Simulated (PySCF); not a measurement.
# HF/cc-pVDZ (density fitting) run of BNH3F3 (SMILES [NH3+][B-](F)(F)F)

Aim: the vertical ionisation energy of BNH3F3 at HF/cc-pVDZ (density fitting), from 2 runs. Input form: a Python script.

The results are computed with PySCF 2.14.0.

2 further runs of the same task are left out: 2 set aside as unsound or not needed.

**1. The structure to begin with**

BNH3F3: 8 atoms, total charge 0, spin state singlet. SMILES: `[NH3+][B-](F)(F)F`. The coordinates come from a PBE0-D4/def2-TZVP relaxation.

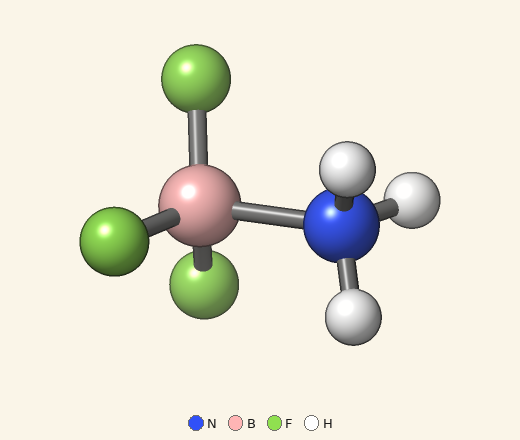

Viewed from a chosen angle; nitrogen blue, boron pink, fluorine green, hydrogen white.

**2. A single-point energy at HF/cc-pVDZ (density fitting)**

Input file calc.py:

```python
from pyscf import gto, scf
from pyscf import df

mol = gto.M(
    atom='''
N   -0.501800  -0.052400   0.645700
B    0.531500   0.038700  -0.668100
F    1.521100  -0.860400  -0.378100
F   -0.251400  -0.312100  -1.733900
F    0.943600   1.343300  -0.679400
H   -1.280300   0.587300   0.522000
H   -0.006300   0.194600   1.496700
H   -0.864300  -0.996100   0.739300
''',
    spin=0,
    basis='cc-pvdz',
    verbose=3,
    max_memory=1860,
)

mf = scf.RHF(mol)
mf = mf.density_fit(auxbasis=df.aug_etb(mol, beta=2.0))
mf.conv_tol = 1e-10
mf.kernel()
if not mf.converged:
    mf = mf.newton().run(mf.mo_coeff, mf.mo_occ)

etot = mf.e_tot
print('E(%s) = %.9f' % ('HF', etot))
```

Launch:

```console
OMP_NUM_THREADS=1 python calc.py
```

Standard output:

```text
converged SCF energy = -379.432724450762
E(HF) = -379.432724451
```

Wall time 1.5 s (1 thread of Arm Neoverse V1, shared host); peak memory 0.14 GiB.

**3. The doublet cation, same level**

Input file mol.xyz:

```xyz
8

N     -0.501800    -0.052400     0.645700
B      0.531500     0.038700    -0.668100
F      1.521100    -0.860400    -0.378100
F     -0.251400    -0.312100    -1.733900
F      0.943600     1.343300    -0.679400
H     -1.280300     0.587300     0.522000
H     -0.006300     0.194600     1.496700
H     -0.864300    -0.996100     0.739300
```

Input file calc.py:

```python
from pyscf import gto
from pyscf import df

mol = gto.Mole()
mol.atom = 'mol.xyz'
mol.spin = 1
mol.basis = 'cc-pvdz'
mol.charge = 1
mol.verbose = 4
mol.max_memory = 1860
mol.build()

mf = mol.UHF()
mf = mf.density_fit(auxbasis=df.aug_etb(mol, beta=2.0))
mf.conv_tol = 1e-10
mf.kernel()
if not mf.converged:
    mf = mf.newton().run(mf.mo_coeff, mf.mo_occ)

etot = mf.e_tot
print('E = %.10f Eh' % etot)
```

Launch:

```console
OMP_NUM_THREADS=1 python calc.py
```

Standard output:

```text
PySCF version 2.14.0

[... 123 lines left out ...]
converged SCF energy = -378.939893557624  <S^2> = 0.77539426  2S+1 = 2.0252351
E = -378.9398935576 Eh
```

Run time: 3.3 s. Hardware: 1 thread of Arm Neoverse V1, shared host; peak memory 0.16 GiB.

**4. Summary of results**

Level: HF/cc-pVDZ (density fitting).

```
                                          quantity          value
                      singlet BNH3F3: total energy  -379.43272 Eh
                     singlet BNH3F3: dipole moment         6.48 D
                       singlet BNH3F3: HOMO energy      -14.96 eV
                       singlet BNH3F3: LUMO energy        3.55 eV
                     singlet BNH3F3: HOMO–LUMO gap       18.51 eV
                      doublet cation: total energy  -378.93989 Eh
doublet cation: HOMO energy (highest over α and β)      -22.11 eV
 doublet cation: LUMO energy (lowest over α and β)      -11.84 eV
                              doublet cation: ⟨S²⟩          0.775
vertical ionisation energy (to the doublet cation)      13.411 eV
```

**Reading.** Removing an electron at fixed nuclei costs 13.41 eV (309 kcal/mol). The negative HOMO energy of the first species, 14.96 eV, lies 1.55 eV above that difference.
